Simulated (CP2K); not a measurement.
Band structure of ScAg4 (I4/m, 5 atoms in the cell).

```
ScAg4
1.0
    5.09473     0.00000     0.00000
   -3.45844     3.74105     0.00000
   -0.81815    -1.87053     4.66777
Sc Ag
1 4
Direct
  0.00000   0.00000   0.00000
  0.19961   0.59963   0.79924
  0.80039   0.40037   0.20076
  0.59963   0.80039   0.40002
  0.40037   0.19961   0.59998
```

Method: LDA (Pade form), GPW, DZVP-MOLOPT-SR-GTH basis, GTH-PADE potentials (GTH_POTENTIALS) run with CP2K.

Settings: CUTOFF = 600 Ry; REL_CUTOFF = 40 Ry; SMEAR/METHOD = FERMI_DIRAC; ELECTRONIC_TEMPERATURE = 1160.45 K; KPOINTS/SCHEME = MONKHORST-PACK 6 6 6; GAMMA_CENTERED = T; XC_FUNCTIONAL = PADE; Sc/BASIS_SET = DZVP-MOLOPT-SR-GTH; Sc/POTENTIAL = GTH-PADE-q11; Ag/BASIS_SET = DZVP-MOLOPT-SR-GTH; Ag/POTENTIAL = GTH-PADE-q11; METHOD = GPW; EPS_DEFAULT = 1e-10; EXTRAPOLATION = USE_GUESS.

The starting cell comes from a database of computed structures (which also holds hypothetical and non-ambient phases and stackings), without a prior relaxation at this level. Values carry the incompleteness of an atom-centred basis.

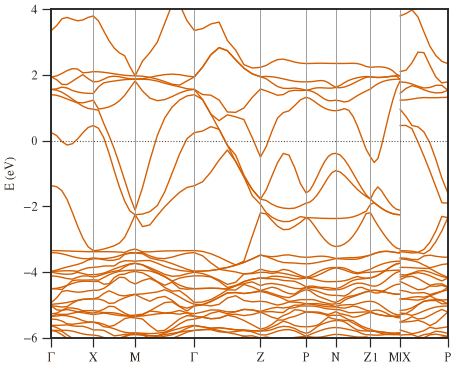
Figure. Bands along the path, energies from the Fermi level.

Levels in eV from the Fermi level, bands 25 to 30:
```csv
point,25,26,27,28,29,30
Γ,-3.35,-1.37,0.24,1.40,1.56,1.56
X,-3.38,-3.35,0.46,0.95,1.23,1.43
M,-3.30,-2.26,-2.26,-2.12,1.81,1.87
Z,-2.20,-1.94,-1.78,-1.78,-0.50,1.57
P,-2.35,-2.35,-1.90,-1.60,1.32,1.53
N,-3.22,-2.37,-0.91,-0.39,0.91,1.23
Z1,-2.20,-1.94,-1.78,-1.78,-0.50,1.57
```

Bands cross the Fermi level along this path, so the cell is metallic at this level.

Higher empty bands are left out: an atom-centred basis made for the valence describes them poorly.
